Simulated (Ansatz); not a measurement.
Band structure of a (101) slab of In4SbTe3 (cut from a parent of space group no. 1; 16 atoms in the cell).

```
CELL_PARAMETERS angstrom
      6.20511     0.00000     0.00000
      3.10023     6.88472     0.00000
      0.00000     0.00000    21.76670
ATOMIC_POSITIONS crystal
  In 0.17463 0.65626 0.46875
  In 0.56806 0.85372 0.34120
  In 0.87485 0.25019 0.40432
  In 0.27437 0.45912 0.27565
  In 0.37390 0.25744 0.72435
  In 0.76733 0.45491 0.59681
  In 0.07412 0.85137 0.65992
  In 0.47364 0.06031 0.53125
  Sb 0.07105 0.85373 0.34065
  Sb 0.27032 0.45492 0.59625
  Te 0.37506 0.25359 0.40274
  Te 0.77499 0.45579 0.27614
  Te 0.67695 0.65333 0.46855
  Te 0.57433 0.85477 0.65834
  Te 0.97427 0.05697 0.53174
  Te 0.87622 0.25452 0.72414
```

Method: revPBE, PAW files made with PBE (plane waves; Ansatz, a program for electronic structure).

Settings: kpoints.mp_grid.grid = 4 3 1; hamiltonian.xc = revpbe; hamiltonian.pseudopotentials = {kind: paw} (the program's default PAW files); scf.occupations.method = fermi_dirac; scf.occupations.width = 0.0073 Ry; kpoints.band_path.npoints = 16; efield.axis = 3; efield.dipole_correction = true.

The starting cell comes from a database of computed structures (which also holds hypothetical and non-ambient phases and stackings), without a prior relaxation at this level. The slab is cut from that crystal, and its faces are unrelaxed. Its lattice was rescaled in the plane by a random factor within 2.5 % of one. Spin-orbit coupling is off. Spin polarisation is off, though cut faces can carry moments; the slab shows no gap.

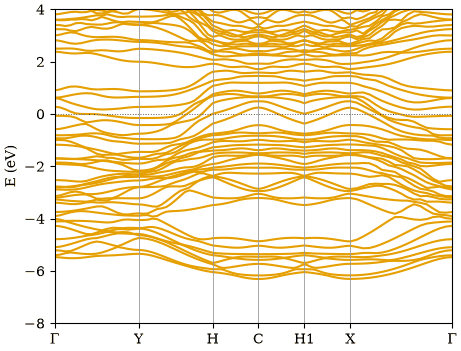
Bands along the path, energies from the Fermi level.

Levels in eV from the Fermi level, bands 110 to 117:
| point | 110 | 111 | 112 | 113 | 114 | 115 | 116 | 117 |
|---|---|---|---|---|---|---|---|---|
| Γ | -1.69 | -1.18 | -1.00 | -0.93 | -0.82 | -0.59 | -0.07 | 0.28 |
| Y | -1.72 | -1.68 | -1.45 | -1.14 | -0.96 | -0.76 | -0.43 | -0.16 |
| H | -0.98 | -0.82 | -0.75 | -0.37 | 0.00 | 0.41 | 0.68 | 0.75 |
| C | -0.83 | -0.74 | -0.43 | 0.24 | 0.48 | 0.64 | 0.67 | 0.78 |
| H1 | -0.98 | -0.82 | -0.75 | -0.37 | 0.00 | 0.41 | 0.68 | 0.75 |
| X | -0.85 | -0.75 | -0.42 | 0.24 | 0.48 | 0.65 | 0.68 | 0.78 |

Bands cross the Fermi level along this path, so the cell is metallic at this level.

Keys are those of Ansatz 0.2.
